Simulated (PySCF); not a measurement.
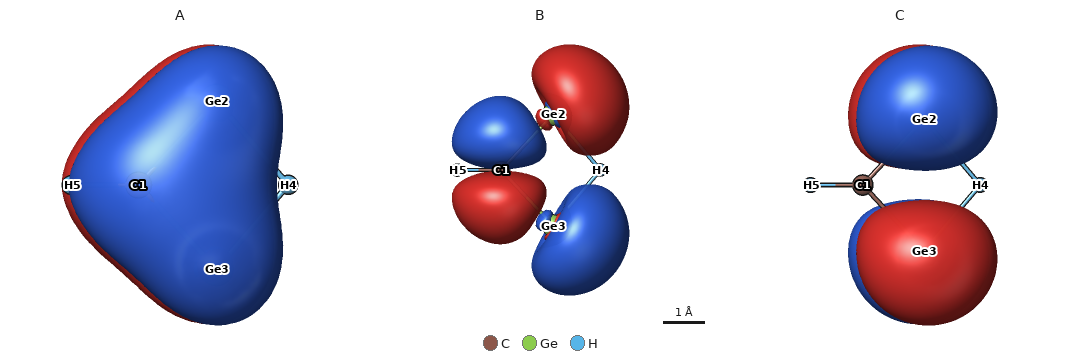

The picture shows: CH2Ge2. Three frontier orbitals at ±0.08 Å⁻³ᐟ² (blue and red are the two phases), in no order.

Geometry: B3LYP-D3(BJ)/def2-SVP.

The calculation used PySCF 2.14.0, Gaussian-basis quantum chemistry of an isolated molecule with PySCF, energy and nuclear gradient, functional PBE0.

```yaml
atoms:
  - { symbol: C, position_ang: [0.1127, -1.1137, 0.8574] }
  - { symbol: Ge, position_ang: [-1.3458, 0.0148, 1.1993] }
  - { symbol: Ge, position_ang: [0.7582, -0.0695, -0.5604] }
  - { symbol: H, position_ang: [-0.6663, 0.9686, -0.1734] }
  - { symbol: H, position_ang: [0.4595, -2.0415, 1.3163] }
```

> Order the three orbitals by energy and name them.

A is the HOMO−1 (−7.22 eV). By Hirshfeld shares it lies mainly on C1 (about 40 %), Ge2 (about 25 %) and Ge3 (about 25 %); it changes sign across the molecular plane (π type); π-bonding across C1–Ge2 and C1–Ge3. B is the HOMO (−6.78 eV). Its weight (Hirshfeld) is mainly on C1 (about 30 %), Ge2 (about 30 %) and Ge3 (about 30 %); it is symmetric in the molecular plane (an in-plane orbital: σ, lone-pair or in-plane π type). C is the LUMO (−2.11 eV). It lies mainly on Ge2 (about 45 %) and Ge3 (about 45 %); it changes sign across the molecular plane (π type).

> What is the HOMO–LUMO gap?

4.67 eV between the orbital energies.
